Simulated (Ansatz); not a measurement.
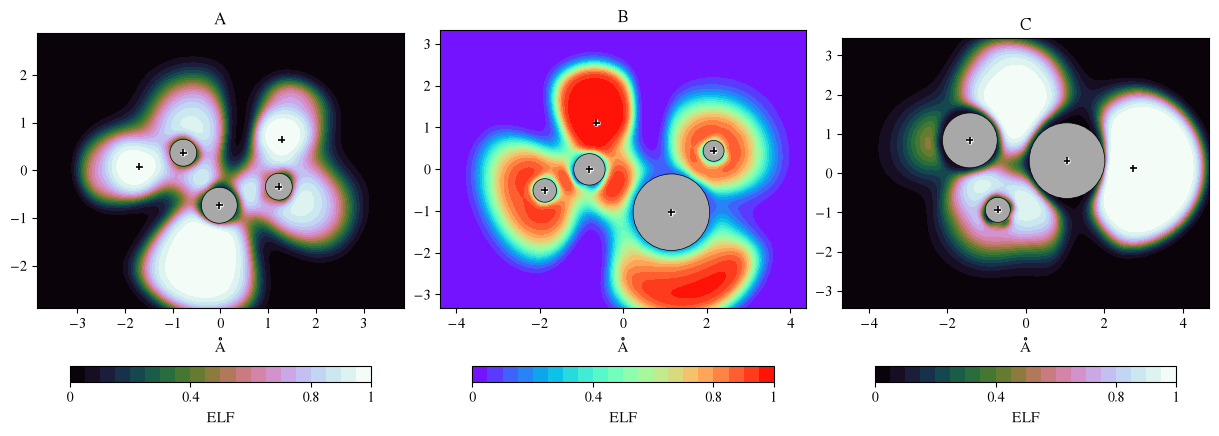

The electron localisation function of 3 systems, each on a plane through atoms (crosses mark nuclei in the plane; grey discs cover the cores).

Theory: isolated molecule in a Gaussian basis; Kohn-Sham density functional theory, functional PBE0 (Ansatz 0.2.0).

System 1: CH2O2 (SMILES O[C]O), the molecular plane. Geometry: r2SCAN-D4/def2-SVP.

```xyz
5

C    -0.9794    0.2638   -0.3294
O    -1.3727    0.9399    0.7189
O    -1.8054   -0.7787   -0.4573
H    -2.1608    0.5133    1.1343
H    -1.5130   -1.2785   -1.2338
```

System 2: H5MgNSi (SMILES [NH2+]1[MgH-][SiH2]1), the plane of atoms N2, Mg1 and H6. Geometry: PBE0-D3(BJ)/def2-SVP.

```json
{"atom": "Mg", "x (Å)": "-0.8087", "y (Å)": "-1.2276", "z (Å)": "1.8920"}
{"atom": "N", "x (Å)": "-0.8295", "y (Å)": "0.8119", "z (Å)": "1.1675"}
{"atom": "Si", "x (Å)": "0.8007", "y (Å)": "0.7073", "z (Å)": "2.1549"}
{"atom": "H", "x (Å)": "-1.4929", "y (Å)": "1.5022", "z (Å)": "1.5232"}
{"atom": "H", "x (Å)": "-0.7079", "y (Å)": "1.0321", "z (Å)": "0.1776"}
{"atom": "H", "x (Å)": "-1.7966", "y (Å)": "-2.6117", "z (Å)": "1.7992"}
{"atom": "H", "x (Å)": "0.6998", "y (Å)": "1.8622", "z (Å)": "3.1180"}
{"atom": "H", "x (Å)": "1.8370", "y (Å)": "1.1809", "z (Å)": "1.1683"}
```

System 3: CHFGaO (SMILES O=[CH][Ga][F]) (doublet), the molecular plane. Geometry: PBE0-D3(BJ)/def2-SVP.

```xyz
5

C    -0.3316    0.7051    0.5222
F    -3.1963    0.5241    1.4152
Ga   -1.6535    0.0553    2.1758
O     0.8468    0.6310    0.4792
H    -0.9598    1.1359   -0.3118
```

**Which map belongs to which system?**

Panel A is system 1, CH2O2: the plane holds C, O and H. C–O (1.31 Å): the ELF peaks at about 0.90 between the atoms (a polar covalent bond). Panel B is system 3, CHFGaO: the plane holds C, F, Ga, O and H. C–O (1.18 Å): the ELF peaks at about 0.85 between the atoms (a short, multiple covalent bond). Panel C is system 2, H5MgNSi: the plane holds Mg, N, Si and H. Si–N (1.91 Å): the ELF peaks at about 0.90 between the atoms, as expected for a polar covalent bond.
